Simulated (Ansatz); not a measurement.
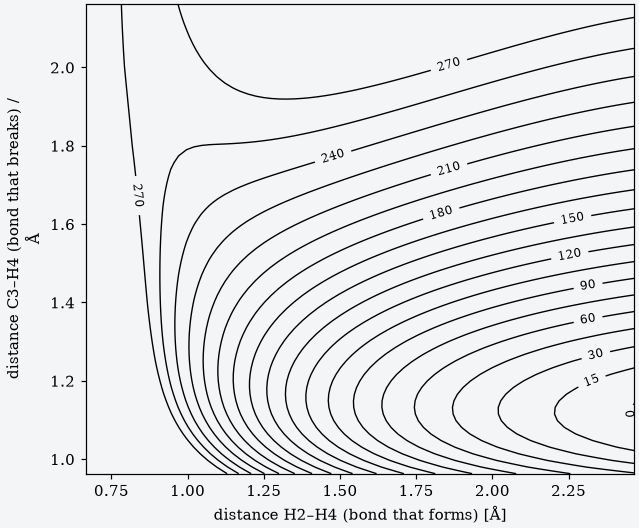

Energy landscape of the reacting system CH₄AlCl. 
- Coordinates scanned: (1) distance H2–H4 (bond that forms); (2) distance C3–H4 (bond that breaks).
- Relaxed at each point: all other coordinates.
- Grid: 13 × 13 points.
- Points are written as (first, second).
- Energies are in kJ/mol, from the lowest grid point.
- The reference is spin-restricted, so regions where a bond is pulled apart into radicals lie too high.
- Level of theory: RKS SPW92 (LDA)/def2-SVP (Ansatz).

In the figure: contour lines labelled in kJ/mol (none above 270). Between grid points the surface is interpolated. 

Summarise what can be read from the map.

Answer. The lowest grid point is at (2.466 Å, 1.091 Å). It lies at the edge of the scanned range, so the true minimum may lie outside. The highest grid point, (0.666 Å, 0.963 Å), lies 600 kJ/mol above the lowest.

Grid values (kJ/mol):

| second ↓, first → | 0.666 | 0.747 | 0.858 | 0.984 | 1.122 | 1.269 | 1.423 | 1.584 | 1.750 | 1.922 | 2.099 | 2.280 | 2.466 |
| --- | --- | --- | --- | --- | --- | --- | --- | --- | --- | --- | --- | --- | --- |
| 2.163 | 311 | 277 | 265 | 271 | 285 | 296 | 302 | 302 | 299 | 294 | 288 | 281 | 276 |
| 2.039 | 316 | 279 | 264 | 267 | 276 | 284 | 287 | 285 | 280 | 273 | 266 | 259 | 253 |
| 1.918 | 323 | 283 | 263 | 262 | 266 | 270 | 269 | 264 | 258 | 249 | 241 | 233 | 227 |
| 1.801 | 333 | 289 | 264 | 256 | 255 | 253 | 248 | 241 | 232 | 222 | 212 | 204 | 197 |
| 1.686 | 346 | 298 | 265 | 250 | 241 | 234 | 224 | 214 | 202 | 191 | 181 | 172 | 164 |
| 1.575 | 363 | 308 | 267 | 243 | 227 | 213 | 198 | 184 | 170 | 158 | 146 | 137 | 129 |
| 1.468 | 383 | 321 | 270 | 237 | 212 | 191 | 171 | 153 | 137 | 123 | 111 | 101 | 92 |
| 1.365 | 406 | 336 | 276 | 232 | 199 | 170 | 146 | 124 | 105 | 89 | 76 | 65 | 56 |
| 1.267 | 433 | 356 | 286 | 232 | 190 | 154 | 124 | 99 | 77 | 60 | 45 | 34 | 24 |
| 1.175 | 465 | 382 | 302 | 240 | 189 | 148 | 113 | 85 | 61 | 42 | 27 | 14 | 4 |
| 1.091 | 504 | 416 | 330 | 260 | 203 | 156 | 118 | 87 | 62 | 41 | 25 | 11 | 0 |
| 1.017 | 552 | 462 | 371 | 296 | 234 | 183 | 142 | 108 | 82 | 60 | 43 | 28 | 17 |
| 0.963 | 600 | 510 | 417 | 338 | 273 | 220 | 176 | 142 | 114 | 91 | 73 | 58 | 46 |

The input of one point:

```yaml
crystal:
  periodic: [false, false, false]
  atoms:
    - { symbol: Al, position_ang: [-0.171048, 0.680022, -0.68291] }
    - { symbol: H, position_ang: [1.218451, 0.908819, -1.41349] }
    - { symbol: C, position_ang: [0.114335, -0.643135, 0.664249] }
    - { symbol: H, position_ang: [1.164437, -0.766485, 0.395265] }
    - { symbol: Cl, position_ang: [-1.899886, 1.728294, -1.245022] }
    - { symbol: H, position_ang: [-0.440535, -1.599041, 0.5637] }
    - { symbol: H, position_ang: [0.014248, -0.308575, 1.718113] }
basis:
  gaussian: { orbitals: def2-SVP }
hamiltonian:
  xc: lda
output:
  forces: true
relax:
  f_tol: 0.02
  max_steps: 50
  escape_saddle: false
  constraints: [{ distance: [1, 3] }, { distance: [2, 3] }]
scf:
  lower_state_search: "off"
```

Each point was launched as `ansatz run input.yaml --threads 1 --pin off --max-ram 2560MiB --backend cpu --events-out ev --progress --plain --runs-dir out`. Time for the 169 points that were run: 19 min on 1 thread of Arm Neoverse V1 (shared host).
